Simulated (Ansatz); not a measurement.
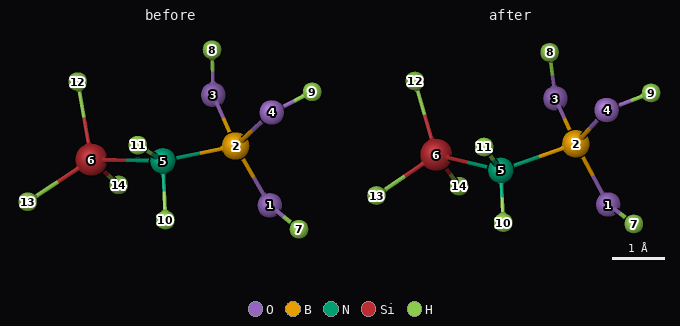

The structure of BSiNH8O3 before (left) and after (right) a relaxation, at one scale.

Style: ball-and-stick. Shown at a tilt.

The calculation used Ansatz 0.2.0, RKS wB97M-V/cc-pVDZ.

Input
```yaml
crystal:
  periodic: [false, false, false]
  atoms:
    - {symbol: O, position_ang: [-1.662645, 0.301750, -1.121767]}
    - {symbol: B, position_ang: [-0.951159, 0.247353, 0.107270]}
    - {symbol: O, position_ang: [-0.815699, -1.165231, 0.681539]}
    - {symbol: O, position_ang: [-1.370550, 1.387549, 1.160907]}
    - {symbol: N, position_ang: [0.566520, 0.559537, -0.023316]}
    - {symbol: Si, position_ang: [1.622999, -0.950661, -0.463600]}
    - {symbol: H, position_ang: [-2.027523, 1.256548, -1.305060]}
    - {symbol: H, position_ang: [-0.783341, -1.263081, 1.577406]}
    - {symbol: H, position_ang: [-2.209106, 1.197321, 1.480470]}
    - {symbol: H, position_ang: [0.599299, 1.078598, -1.061285]}
    - {symbol: H, position_ang: [1.202468, 1.075805, 0.498817]}
    - {symbol: H, position_ang: [1.809158, -1.529529, 0.949807]}
    - {symbol: H, position_ang: [2.981528, -0.465305, -1.100489]}
    - {symbol: H, position_ang: [0.816181, -1.953750, -1.353586]}
basis:
  gaussian: {orbitals: cc-pVDZ}
hamiltonian: {xc: {name: wB97M-V}}
relax: {f_tol: 0.0001, max_steps: 3}
```

Launched with:
```bash
ansatz run in.yaml --threads 4 --pin off --events-out ev --progress --plain --max-ram 11315MiB
```

### What changed between the two?

The relaxation stopped without meeting its thresholds, so the last structure isn't shown to be converged. The input was poor on purpose: steps. H13 moves most after the best rigid fit: 0.22 Å. By element the largest moves are H 0.22 Å, N 0.19 Å, O 0.15 Å, Si 0.14 Å, B 0.05 Å. Some distances before and after: B2–O4 1.608 → 1.465 Å, N5–H10 1.161 → 1.033 Å, O3–Si6 2.703 → 2.581 Å, B2–N5 1.555 → 1.647 Å. Bond angles that change, for instance: B2–N5–H11 134.5° → 115.6°, N5–Si6–H12 98.9° → 110.3°, Si6–N5–H10 97.6° → 108.7°. Over 2 geometry steps the energy falls by 44.6 kcal/mol. Largest force component: 7.8 eV/Å at the start, 0.85 eV/Å at the end. Cost: 22 s on 4 threads of Arm Neoverse V1, on a shared host.
